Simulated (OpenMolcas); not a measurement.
ZrCl4: single-point calculation (part 2 of 2)

The same run, continued: ZrCl4; MP2/def2-SVP, RHF (OpenMolcas 26.06). A bond length was changed on purpose from its optimised value.

Geometry of the input (Å):
```
Cl 0.2023  -0.1663  2.4397
Zr 0.3123  0.0645  0.1379
Cl 1.8577  -1.4347  -0.7154
Cl -2.0817  -0.4301  -0.9193
Cl 0.9586  2.2246  -0.3914
```

Log, continued:
```
    1 -104.8294    2.0000          1 CL1    1s     ( 0.583),    50 CL3    1s     ( 0.561),    86 CL5    1s     ( 0.577),

    2 -104.8294    2.0000          1 CL1    1s     (-0.742),    86 CL5    1s     ( 0.655),

    3 -104.8294    2.0000         50 CL3    1s     (-0.815),    86 CL5    1s     ( 0.475),

    4 -104.7765    2.0000         68 CL4    1s     ( 0.994),

    5  -10.5938    2.0000          2 CL1    1s     ( 0.735),    51 CL3    1s     ( 0.409),    87 CL5    1s     ( 0.592),

    6  -10.5937    2.0000          2 CL1    1s     (-0.683),    87 CL5    1s     ( 0.758),

    7  -10.5937    2.0000         51 CL3    1s     ( 0.934),

    8  -10.5357    2.0000         69 CL4    1s     ( 1.029),

    9   -8.0676    2.0000         11 CL1    2pz    ( 0.601),    54 CL3    2px    ( 0.343),    57 CL3    2py    (-0.338),    93 CL5    2py    ( 0.538),

   10   -8.0675    2.0000         11 CL1    2pz    (-0.721),    93 CL5    2py    ( 0.609),

   11   -8.0675    2.0000         54 CL3    2px    (-0.546),    57 CL3    2py    ( 0.538),    60 CL3    2pz    ( 0.309),    93 CL5    2py    ( 0.428),

   12   -8.0658    2.0000          5 CL1    2px    ( 0.751),    90 CL5    2px    ( 0.429),

   13   -8.0658    2.0000          5 CL1    2px    (-0.561),    90 CL5    2px    ( 0.700),

   14   -8.0658    2.0000         54 CL3    2px    ( 0.667),    57 CL3    2py    ( 0.382),    60 CL3    2pz    ( 0.512),

   15   -8.0658    2.0000          8 CL1    2py    ( 0.719),    96 CL5    2pz    ( 0.459),

   16   -8.0658    2.0000          8 CL1    2py    (-0.327),    57 CL3    2py    (-0.467),    60 CL3    2pz    ( 0.575),    96 CL5    2pz    ( 0.492),

   17   -8.0658    2.0000          8 CL1    2py    (-0.517),    57 CL3    2py    ( 0.387),    60 CL3    2pz    (-0.457),    96 CL5    2pz    ( 0.461),

   18   -8.0097    2.0000         72 CL4    2px    ( 0.884),

   19   -8.0083    2.0000         75 CL4    2py    ( 0.798),    78 CL4    2pz    ( 0.448),

   20   -8.0083    2.0000         75 CL4    2py    (-0.547),    78 CL4    2pz    ( 0.784),

   21   -2.7070    2.0000         19 ZR2    1s     ( 0.563),    20 ZR2    1s     ( 0.903),    21 ZR2    1s     ( 0.461),

   22   -1.6828    2.0000         27 ZR2    2py    (-0.474),    30 ZR2    2pz    ( 0.800),

   23   -1.6828    2.0000         27 ZR2    2py    ( 0.820),

   24   -1.6725    2.0000         24 ZR2    2px    ( 0.877),

   25   -1.1157    2.0000          2 CL1    1s     (-0.304),     3 CL1    1s     ( 0.405),     4 CL1    1s     ( 0.238),    51 CL3    1s     (-0.304),
                                  52 CL3    1s     ( 0.405),    53 CL3    1s     ( 0.238),    87 CL5    1s     (-0.304),    88 CL5    1s     ( 0.405),
                                  89 CL5    1s     ( 0.238),

   26   -1.1044    2.0000          2 CL1    1s     ( 0.413),     3 CL1    1s     (-0.552),     4 CL1    1s     (-0.322),    87 CL5    1s     (-0.319),
                                  88 CL5    1s     ( 0.427),

   27   -1.1044    2.0000         51 CL3    1s     (-0.423),    52 CL3    1s     ( 0.565),    53 CL3    1s     ( 0.330),    87 CL5    1s     ( 0.293),
                                  88 CL5    1s     (-0.391),

   28   -1.0404    2.0000         69 CL4    1s     (-0.529),    70 CL4    1s     ( 0.701),    71 CL4    1s     ( 0.434),

   29   -0.5631    2.0000         12 CL1    2pz    ( 0.248),    13 CL1    2pz    ( 0.316),    20 ZR2    1s     ( 0.294),    22 ZR2    1s     (-0.306),
                                  55 CL3    2px    ( 0.190),    56 CL3    2px    ( 0.242),    59 CL3    2py    (-0.185),    94 CL5    2py    ( 0.226),
                                  95 CL5    2py    ( 0.288),

   30   -0.5565    2.0000         12 CL1    2pz    (-0.325),    13 CL1    2pz    (-0.417),    37 ZR2    3d0    ( 0.279),    95 CL5    2py    ( 0.245),

   31   -0.5565    2.0000         27 ZR2    2py    ( 0.170),    33 ZR2    3d2-   (-0.207),    35 ZR2    3d1-   ( 0.179),    55 CL3    2px    (-0.211),
                                  56 CL3    2px    (-0.270),    58 CL3    2py    ( 0.228),    59 CL3    2py    ( 0.293),    94 CL5    2py    ( 0.253),
                                  95 CL5    2py    ( 0.325),

   32   -0.5309    2.0000          9 CL1    2py    ( 0.278),    10 CL1    2py    ( 0.366),    61 CL3    2pz    (-0.205),    62 CL3    2pz    (-0.271),
                                  97 CL5    2pz    ( 0.242),    98 CL5    2pz    ( 0.320),

   33   -0.5309    2.0000          6 CL1    2px    ( 0.204),     7 CL1    2px    ( 0.267),    58 CL3    2py    (-0.216),    59 CL3    2py    (-0.285),
                                  61 CL3    2pz    ( 0.150),    62 CL3    2pz    ( 0.197),    91 CL5    2px    (-0.186),    92 CL5    2px    (-0.244),
                                  94 CL5    2py    ( 0.143),    95 CL5    2py    ( 0.190),

   34   -0.5212    2.0000          6 CL1    2px    ( 0.243),     7 CL1    2px    ( 0.329),    56 CL3    2px    ( 0.210),    59 CL3    2py    ( 0.174),
                                  62 CL3    2pz    ( 0.203),    91 CL5    2px    ( 0.203),    92 CL5    2px    ( 0.275),    98 CL5    2pz    ( 0.180),

   35   -0.5045    2.0000         10 CL1    2py    (-0.274),    55 CL3    2px    (-0.238),    56 CL3    2px    (-0.335),    91 CL5    2px    ( 0.286),
                                  92 CL5    2px    ( 0.400),

   36   -0.5045    2.0000          6 CL1    2px    (-0.292),     7 CL1    2px    (-0.406),    62 CL3    2pz    ( 0.282),    97 CL5    2pz    ( 0.208),
                                  98 CL5    2pz    ( 0.291),

   37   -0.4910    2.0000          9 CL1    2py    (-0.262),    10 CL1    2py    (-0.375),    59 CL3    2py    ( 0.245),    61 CL3    2pz    (-0.203),
                                  62 CL3    2pz    (-0.290),    97 CL5    2pz    ( 0.226),    98 CL5    2pz    ( 0.324),

   38   -0.4831    2.0000         73 CL4    2px    ( 0.365),    74 CL4    2px    ( 0.523),

   39   -0.4454    2.0000         76 CL4    2py    ( 0.399),    77 CL4    2py    ( 0.573),

   40   -0.4454    2.0000         79 CL4    2pz    (-0.384),    80 CL4    2pz    (-0.552),

   41    0.0134    0.0000         39 ZR2    3d1+   ( 0.642),    41 ZR2    3d2+   (-0.436),

   42    0.0134    0.0000         33 ZR2    3d2-   ( 0.525),    35 ZR2    3d1-   ( 0.646),

   43    0.0256    0.0000         23 ZR2    1s     (-0.368),    39 ZR2    3d1+   (-0.489),    41 ZR2    3d2+   (-0.530),    71 CL4    1s     ( 0.291),
                                  74 CL4    2px    ( 0.288),

   44    0.0383    0.0000         37 ZR2    3d0    ( 0.706),    38 ZR2    3d0    ( 0.374),

   45    0.0383    0.0000         33 ZR2    3d2-   ( 0.502),    34 ZR2    3d2-   ( 0.283),    35 ZR2    3d1-   (-0.527),    53 CL3    1s     ( 0.272),
                                  95 CL5    2py    ( 0.264),

   46    0.0575    0.0000         23 ZR2    1s     (-1.763),

   47    0.0999    0.0000          4 CL1    1s     (-0.657),    32 ZR2    2pz    ( 1.204),

   48    0.0999    0.0000         29 ZR2    2py    ( 1.265),

   49    0.1006    0.0000         26 ZR2    2px    ( 1.179),

   50    0.2213    0.0000         22 ZR2    1s     (-3.012),    23 ZR2    1s     ( 1.556),

   51    0.2861    0.0000          4 CL1    1s     (-0.967),    38 ZR2    3d0    ( 1.498),

   52    0.2861    0.0000         34 ZR2    3d2-   ( 1.191),    36 ZR2    3d1-   (-0.742),    42 ZR2    3d2+   (-0.624),    53 CL3    1s     ( 0.923),
                                  89 CL5    1s     (-0.752),

   53    0.2916    0.0000         22 ZR2    1s     (-0.621),    40 ZR2    3d1+   (-0.904),    42 ZR2    3d2+   (-0.980),    71 CL4    1s     ( 0.896),

   54    0.3427    0.0000         36 ZR2    3d1-   ( 1.147),    42 ZR2    3d2+   (-0.612),

   55    0.3427    0.0000         34 ZR2    3d2-   ( 0.733),    36 ZR2    3d1-   ( 0.519),    40 ZR2    3d1+   (-0.917),    42 ZR2    3d2+   ( 0.485),

   56    0.4213    0.0000         22 ZR2    1s     ( 0.688),    25 ZR2    2px    ( 1.366),

   57    0.4702    0.0000         31 ZR2    2pz    ( 1.607),

   58    0.4702    0.0000         28 ZR2    2py    ( 1.687),

--

++    Molecular charges:
      ------------------

      Mulliken charges per centre and basis function type
      ---------------------------------------------------

                CL1     ZR2     CL3     CL4     CL5
      1s       5.9473  2.3367  5.9473  5.9674  5.9473
      2px      3.8261  2.1785  3.7588  3.7251  3.8175
      2pz      3.6658  2.1659  3.8063  3.8530  3.8218
      2py      3.8314  2.1635  3.7581  3.8772  3.6839
      3d2+     0.0001  0.3466  0.0035  0.0027  0.0051
      3d1+     0.0041  0.3206  0.0028  0.0026  0.0006
      3d0      0.0079  0.3961  0.0021  0.0009  0.0021
      3d1-     0.0041  0.3355  0.0028  0.0004  0.0042
      3d2-     0.0001  0.3532  0.0050  0.0015  0.0044
      4f3+     0.0000  0.0172  0.0000  0.0000  0.0000
      4f2+     0.0000  0.0104  0.0000  0.0000  0.0000
      4f1+     0.0000  0.0151  0.0000  0.0000  0.0000
      4f0      0.0000  0.0223  0.0000  0.0000  0.0000
      4f1-     0.0000  0.0179  0.0000  0.0000  0.0000
      4f2-     0.0000  0.0119  0.0000  0.0000  0.0000
      4f3-     0.0000  0.0168  0.0000  0.0000  0.0000
      Total   17.2869 10.7084 17.2869 17.4309 17.2869

      N-E     -0.2869  1.2916 -0.2869 -0.4309 -0.2869

      Total electronic charge=   80.000000

      Total            charge=   -0.000000
--

++    Molecular properties:
      ---------------------

      Charge (e):
                      =   -0.0000
      Dipole Moment (debye):
      Origin of the operator (angstrom)=    0.2648    0.0547    0.1169
                   X=  1.9320E+00               Y=  3.9912E-01               Z=  8.5297E-01           Total=  2.1493E+00
      Quadrupole Moment (debye*angstrom):
      Origin of the operator (angstrom)=    0.2648    0.0547    0.1169
                  XX= -8.2944E+01              XY= -1.1081E+00              XZ= -2.3688E+00              YY= -7.7808E+01
                  YZ= -4.8952E-01              ZZ= -7.8625E+01
      In traceless form (debye*angstrom)
                  XX= -4.7275E+00              XY= -1.6622E+00              XZ= -3.5533E+00              YY=  2.9761E+00
                  YZ= -7.3429E-01              ZZ=  1.7514E+00
--

--- Stop Module: scf /rc=_RC_ALL_IS_WELL_ ---
--- Module scf spent 7 seconds ---

--- Start Module: mbpt2 ---

                                               &MBPT2

                       available to each process: 1.9 GB of memory, 1 thread

WARNING!
Default frozen orbitals as non valence orbitals is overwritten by user input.
Default values:  20

      Cartesian coordinates in angstrom:
      -----------------------------------------------------
      No.  Label        X            Y            Z
      -----------------------------------------------------
       1   CL1        0.20232200  -0.16628300   2.43970800
       2   ZR2        0.31231200   0.06451700   0.13787800
       3   CL3        1.85769200  -1.43470300  -0.71536200
       4   CL4       -2.08175000  -0.43008000  -0.91926000
       5   CL5        0.95857200   2.22462700  -0.39137200
      -----------------------------------------------------
      Nuclear repulsion energy =  414.38654489

      Contents of RUNFILE file:
      -------------------------

      Symmetry species                           1
                                                 a
      Number of basis functions                103
      Frozen occupied orbitals                  20
      Active occupied orbitals                  20
      Active external orbitals                  63
      Deleted external orbitals                  0

      Reference numbers of frozen occupied orbitals according to the original input sequence
      symmetry species 1                        1  2  3  4  5  6  7  8  9 10 11 12 13 14 15 16 17 18 19 20

      Energies of the active occupied orbitals

      symmetry species 1                    -2.707012     -1.682788     -1.682787     -1.672488     -1.115741
                                            -1.104417     -1.104416     -1.040408     -0.563088     -0.556532
                                            -0.556529     -0.530903     -0.530901     -0.521185     -0.504544
                                            -0.504543     -0.491019     -0.483071     -0.445408     -0.445407

      Energies of the active external orbitals

      symmetry species 1                     0.013397      0.013397      0.025616      0.038331      0.038332
                                             0.057529      0.099883      0.099883      0.100597      0.221302
                                             0.286126      0.286132      0.291635      0.342677      0.342677
                                             0.421269      0.470225      0.470231      0.757348      0.767930
                                             0.790903      0.790904      0.809902      0.809903      0.811973
                                             0.853417      0.853418      0.862675      0.899472      0.993853
                                             0.996995      0.996995      1.008189      1.008189      1.032536
                                             1.033671      1.033673      1.052700      1.052700      1.059588
                                             1.074848      1.074849      1.114336      1.115385      1.115387
                                             1.168888      1.217625      1.217629      1.289643      1.289646
                                             1.294921      1.338516      1.342141      1.342142      1.347796
                                             1.383677      1.383679      1.388231      1.509350      1.509356
                                             1.544329      1.784726     33.347227

      ********************************************************************************************************
      *                                               Results                                                *
      ********************************************************************************************************

 Conventional algorithm used...

       SCF energy                           =    -1884.2678159407 a.u.
       Second-order correlation energy      =       -0.7626720621 a.u.

       Total energy                         =    -1885.0304880028 a.u.
       Reference weight ( Cref**2 )         =        0.77592

::    Total MBPT2 energy                            -1885.0304880028

       Zeroth-order energy (E0)             =     -738.5104818721 a.u.

       Shanks-type energy S1(E)             =    -1885.0309960127 a.u.

       Data processing and timing information:

       Section                                              time(sec)
                                                          CPU  Elapsed

      Input data processing                              0.04      0.04
      Transformation of integrals                        0.70      0.78
      MBPT2 calculations (BJAI)                          0.00      0.01
      Total MBPT2 calculations                           0.74      0.83

--- Stop Module: mbpt2 /rc=_RC_ALL_IS_WELL_ ---

.##################.
.# Happy landing! #.
.##################.

    Timing: Wall=14.22 User=11.40 System=2.81
```

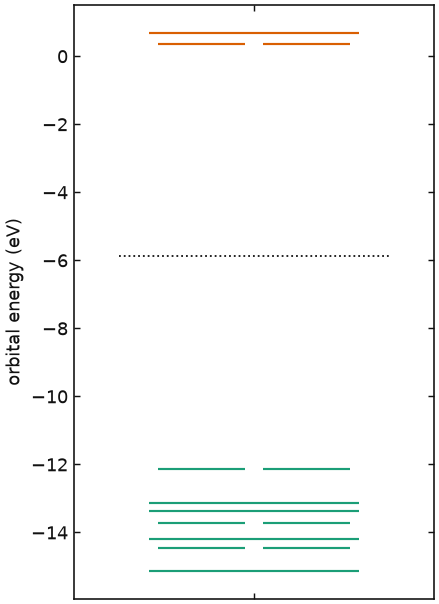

Orbital energies near the frontier (SCF reference); the dotted line parts filled from empty levels, and levels within 0.02 eV of each other stand side by side. Highest filled −12.12 eV, lowest empty 0.36 eV, 12.48 eV apart.
